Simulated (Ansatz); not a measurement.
Starting cell, Tl (hcp, Mg type):

```
CELL_PARAMETERS angstrom
      7.21499     0.00000     0.00000
     -1.80375     3.12418     0.00000
      0.00000     0.00000     5.57674
ATOMIC_POSITIONS crystal
  Tl 0.16667 0.66667 0.75000
  Tl 0.66667 0.66667 0.75000
  Tl 0.33333 0.33333 0.25000
  Tl 0.83333 0.33333 0.25000
```

Scan: atom 1 (Tl, nearest neighbour Tl at 3.480 Å; its periodic images, 3.6 Å or more away, move with it) is displaced along Cartesian [110], direction (0.707, 0.707, 0.000) in Cartesian axes, by s. The other atoms stay.

Level of theory: PBE (plane waves to 420 eV, PAW, scalar-relativistic; Ansatz, a quantum-chemistry and plane-wave program). k mesh 6×12×7 (Γ-centred), Fermi-Dirac smearing 0.05 eV. The energy includes the smearing's −TS. With partly filled bands, energies and forces of such displacements shift with the k mesh and the smearing. Spin-orbit coupling is left out, though Tl is heavy. The PAW data are Ansatz's earlier set. The relaxed volume of Tl is well above the measured one; the method has no dispersion term. Tl was relaxed with its symmetry unable to fall. The zero of ΔE is the undisplaced structure.

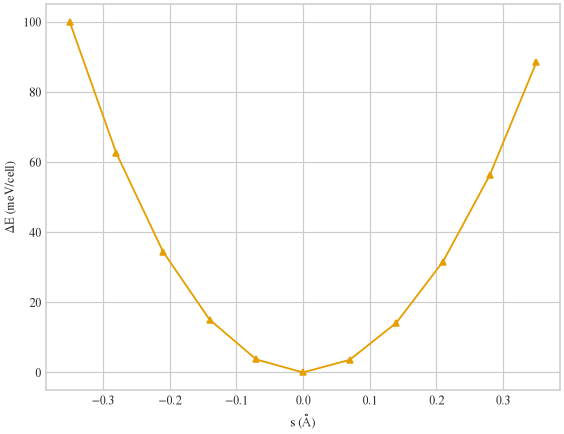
ΔE (meV/cell) against s (Å); computed points joined by lines.

Task: Is the energy the same for displacements of ±0.350 Å, and if not, which side lies higher?

Result: Not even: the negative side lies higher at ±0.350 Å.

Task: What is the energy change at s = 0.350 Å?

Result: About 88 meV/cell.

(For displaced atoms, the force is minus the slope of the energy, and its curvature is a force constant, which sets phonon frequencies.)
